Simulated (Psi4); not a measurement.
## GeNH3Cl (charge +1): single-point calculation

The run: single-point calculation of GeNH3Cl, charge +1. Method and program: PBE0/def2-SVP, RKS (Psi4 1.11).

The geometry is that of the parent species in another charge or spin state. The geometry comes from this level: PBE0-D4/def2-TZVP.

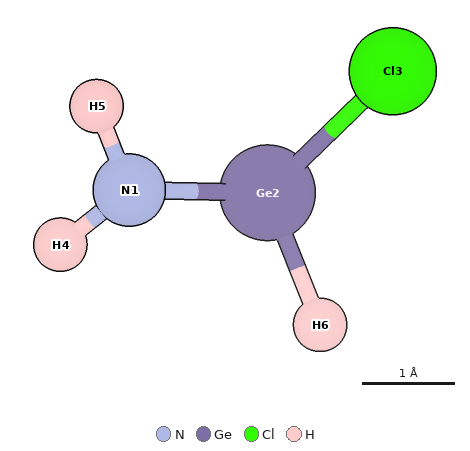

The input geometry (ball-and-stick view, seen at a tilt; atoms are numbered from 1 in the order of the input). Sticks mark near contacts. Bond lengths as drawn: Cl–Ge 2.17 Å, Ge–H 1.56 Å, Ge–N 1.84 Å and H–N 1.01 Å.

### The input (input.in)
```
memory 1.6 GB

molecule geom {
  1 1
  N     -0.446300     0.317900    -0.788300
  Ge     0.075400    -0.151000     0.908100
  Cl     1.243000    -1.956900     0.623300
  H     -0.984500     1.171200    -0.861400
  H     -0.888700    -0.414300    -1.327200
  H      1.043200     0.969100     1.399300
  symmetry c1
}

set basis def2-SVP
set puream true
set scf_type df
set dft_radial_points 99
set dft_spherical_points 590
set df_basis_scf cc-pvqz-jkfit

energy("pbe0")
```

Run on 1 thread of AMD EPYC (Zen 5), 16 GiB of memory available, shared host.

Launched with:
```bash
psi4 input.in input.out -n 1
```

### Output
```
Psi4 1.11 release

   => Loading Basis Set <=

    Name: DEF2-SVP
    Role: ORBITAL
    Keyword: BASIS

         ---------------------------------------------------------
                                   SCF
                              RKS Reference
                        1 Threads,   1525 MiB Core
         ---------------------------------------------------------

  ==> Geometry <==

    Molecular point group: c1
    Full point group: C1

    Geometry (in Angstrom), charge = 1, multiplicity = 1:

       Center              X                  Y                   Z               Mass
    ------------   -----------------  -----------------  -----------------  -----------------
         N           -0.779487846540     0.900838026822    -1.400529208774    14.003074004430
         GE          -0.257787846540     0.431938026822     0.295870791226    73.921177761000
         CL           0.909812153460    -1.373961973178     0.011070791226    34.968852682000
         H           -1.317687846540     1.754138026822    -1.473629208774     1.007825032230
         H           -1.221887846540     0.168638026822    -1.939429208774     1.007825032230
         H            0.710012153460     1.552038026822     0.787070791226     1.007825032230

  Running in c1 symmetry.

  Rotational constants: A =      0.41073  B =      0.11662  C =      0.09303 [cm^-1]
  Rotational constants: A =  12313.51391  B =   3496.30787  C =   2788.88020 [MHz]
  Nuclear repulsion =  259.076800327063836

  Charge       = 1
  Multiplicity = 1
  Electrons    = 58
  Nalpha       = 29
  Nbeta        = 29

  ==> Algorithm <==

  SCF Algorithm Type is DF.
  DIIS enabled.
  MOM disabled.
  Fractional occupation disabled.
  Guess Type is SAD.
  Energy threshold   = 1.00e-06
  Density threshold  = 1.00e-06
  Integral threshold = 1.00e-12

  ==> Primary Basis <==

  Basis Set: DEF2-SVP
    Blend: DEF2-SVP
    Number of shells: 35
    Number of basis functions: 79
    Number of Cartesian functions: 84
    Spherical Harmonics?: true
    Max angular momentum: 2

  ==> DFT Potential <==

   => LibXC <=

    Version 7.1.2

   => Composite Functional: PBE0 <=

    PBE0 Hyb-GGA Exchange-Correlation Functional

    Deriv               =              1
    GGA                 =           TRUE
    Meta                =          FALSE

    Exchange Hybrid     =           TRUE
    MP2 Hybrid          =          FALSE

   => Exchange Functionals <=

    0.7500   Perdew, Burke & Ernzerhof

   => Exact (HF) Exchange <=

    0.2500               HF

   => Correlation Functionals <=

    1.0000   Perdew, Burke & Ernzerhof

   => LibXC Density Thresholds  <==

    XC_HYB_GGA_XC_PBEH:  1.00E-15

   => Molecular Quadrature <=

    Radial Scheme          =       TREUTLER
    Pruning Scheme         =           NONE
    Nuclear Scheme         =       TREUTLER

    Blocking Scheme        =         OCTREE
    BS radius alpha        =              1
    Pruning alpha          =              1
    Radial Points          =             99
    Spherical Points       =            590
    Total Points           =         331763
    Total Blocks           =           2466
    Max Points             =            256
    Max Functions          =             77
    Weights Tolerance      =       1.00E-15

   => Loading Basis Set <=

    Name: CC-PVQZ-JKFIT
    Role: JKFIT
    Keyword: DF_BASIS_SCF

  ==> Integral Setup <==

  DFHelper Memory: AOs need 0.033 GiB; user supplied 0.555 GiB.
  SCF_SUBTYPE=INCORE selected. In-core MEM_DF algorithm will be used.
  Using in-core AOs.

  ==> MemDFJK: Density-Fitted J/K Matrices <==

    J tasked:                   Yes
    K tasked:                   Yes
    wK tasked:                   No
    Memory [MiB]:               568
    Algorithm:                 Core
    Schwarz Cutoff:           1E-12
    Mask sparsity (%):       2.0189
    Fitting Condition:        1E-10

   => Auxiliary Basis Set <=

  Basis Set: CC-PVQZ-JKFIT
    Blend: CC-PVQZ-JKFIT
    Number of shells: 159
    Number of basis functions: 625
    Number of Cartesian functions: 821
    Spherical Harmonics?: true
    Max angular momentum: 5

  Cached 100.0% of DFT collocation blocks in 0.562 [GiB].

  Minimum eigenvalue in the overlap matrix is 1.7454848851E-02.
  Reciprocal condition number of the overlap matrix is 3.7967363345E-03.
    Using symmetric orthogonalization.

  ==> Pre-Iterations <==

  SCF Guess: Superposition of Atomic Densities via on-the-fly atomic UHF (no occupation information).

   -------------------------
    Irrep   Nso     Nmo
   -------------------------
     A         79      79
   -------------------------
    Total      79      79
   -------------------------

  ==> Iterations <==

                           Total Energy        Delta E     RMS |[F,P]|

   @DF-RKS iter SAD: -2589.28352044131952   -2.58928e+03   0.00000e+00
   @DF-RKS iter   1: -2591.20082190172343   -1.91730e+00   2.99834e-02 DIIS/ADIIS
   @DF-RKS iter   2: -2589.64056053923650    1.56026e+00   5.04424e-02 DIIS/ADIIS
   @DF-RKS iter   3: -2592.51725484463122   -2.87669e+00   3.91445e-03 DIIS/ADIIS
   @DF-RKS iter   4: -2592.52020297673926   -2.94813e-03   2.79974e-03 DIIS/ADIIS
   @DF-RKS iter   5: -2592.54882190722856   -2.86189e-02   5.90105e-04 DIIS/ADIIS
   @DF-RKS iter   6: -2592.54984165319956   -1.01975e-03   2.30351e-04 DIIS/ADIIS
   @DF-RKS iter   7: -2592.55003374916441   -1.92096e-04   2.57131e-05 DIIS
   @DF-RKS iter   8: -2592.55003713336509   -3.38420e-06   6.43509e-06 DIIS
   @DF-RKS iter   9: -2592.55003738775849   -2.54393e-07   2.02729e-06 DIIS
   @DF-RKS iter  10: -2592.55003740923121   -2.14727e-08   2.52465e-07 DIIS
  Energy and wave function converged.

  ==> Post-Iterations <==

   Electrons on quadrature grid:
      Ntotal   =   57.9999998451 ; deviation = -1.549e-07

    Orbital Energies [Eh]
    ---------------------

    Doubly Occupied:

       1A   -399.363815     2A   -101.900206     3A    -50.203592
       4A    -44.699420     5A    -44.697284     6A    -44.696314
       7A    -14.662128     8A     -9.749991     9A     -7.490466
      10A     -7.482518    11A     -7.481150    12A     -6.588606
      13A     -4.749451    14A     -4.744141    15A     -4.740821
      16A     -1.543756    17A     -1.542830    18A     -1.540542
      19A     -1.536386    20A     -1.535841    21A     -1.120046
      22A     -1.048595    23A     -0.797549    24A     -0.751617
      25A     -0.649394    26A     -0.609225    27A     -0.572311
      28A     -0.539632    29A     -0.533832

    Virtual:

      30A     -0.381279    31A     -0.209635    32A     -0.175029
      33A     -0.139108    34A     -0.091819    35A     -0.060009
      36A     -0.010597    37A      0.091169    38A      0.106732
      39A      0.116590    40A      0.138912    41A      0.159055
      42A      0.206678    43A      0.280817    44A      0.355992
      45A      0.405467    46A      0.445198    47A      0.455530
      48A      0.525323    49A      0.577439    50A      0.581213
      51A      0.602761    52A      0.610056    53A      0.626277
      54A      0.679735    55A      0.698912    56A      0.749505
      57A      0.767835    58A      0.789414    59A      0.816501
      60A      1.086939    61A      1.094713    62A      1.251541
      63A      1.352975    64A      1.400335    65A      1.505458
      66A      1.591969    67A      1.652237    68A      1.880851
      69A      1.891044    70A      2.127890    71A      2.184075
      72A      2.201455    73A      2.240937    74A      2.330670
      75A      2.367900    76A      2.473301    77A      2.515554
      78A      2.861655    79A      3.086208

    Final Occupation by Irrep:
              A
    DOCC [    29 ]
    NA   [    29 ]
    NB   [    29 ]

  @DF-RKS Final Energy: -2592.55003740923121

   => Energetics <=

    Nuclear Repulsion Energy =            259.0768003270638360
    One-Electron Energy =               -4107.4207328107731882
    Two-Electron Energy =                1342.2553859170736814
    DFT Exchange-Correlation Energy =     -86.4614908425954525
    Empirical Dispersion Energy =           0.0000000000000000
    VV10 Nonlocal Energy =                  0.0000000000000000
    Total Energy =                      -2592.5500374092316633

Computation Completed

Properties will be evaluated at   0.000000,   0.000000,   0.000000 [a0]

Properties computed using the SCF density matrix

 Multipole Moments:

 ------------------------------------------------------------------------------------
     Multipole            Electronic (a.u.)      Nuclear  (a.u.)        Total (a.u.)
 ------------------------------------------------------------------------------------

 L = 1.  Multiply by 2.5417464519 to convert [e a0] to [Debye]
 Dipole X            :         -1.1530590           -0.1292250           -1.2822841
 Dipole Y            :          0.7332433            0.4636322            1.1968755
 Dipole Z            :          5.0891823           -5.2413884           -0.1522062
 Magnitude           :                                                    1.7606618

 ------------------------------------------------------------------------------------

	total time  =          5 seconds =       0.08 minutes

    Psi4 run time: 0:00:05.49
```

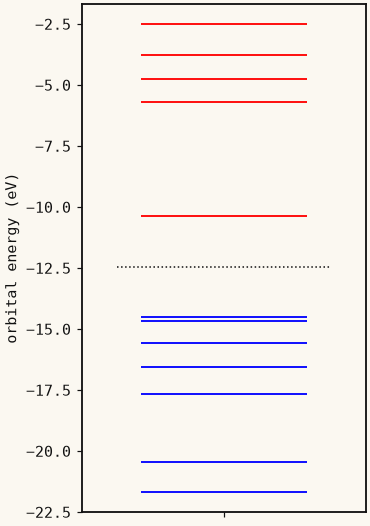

Orbital energies near the frontier; the dotted line parts filled from empty levels, and levels within 0.02 eV of each other stand side by side. Highest filled −14.53 eV, lowest empty −10.38 eV, 4.15 eV apart.

### Key numbers

```csv
quantity,value
outcome,converged
total energy,−2592.550037 hartree
basis functions,79
HOMO,−14.53 eV
LUMO,−10.38 eV
wall time,6.3 s
peak memory,0.84 GiB
```
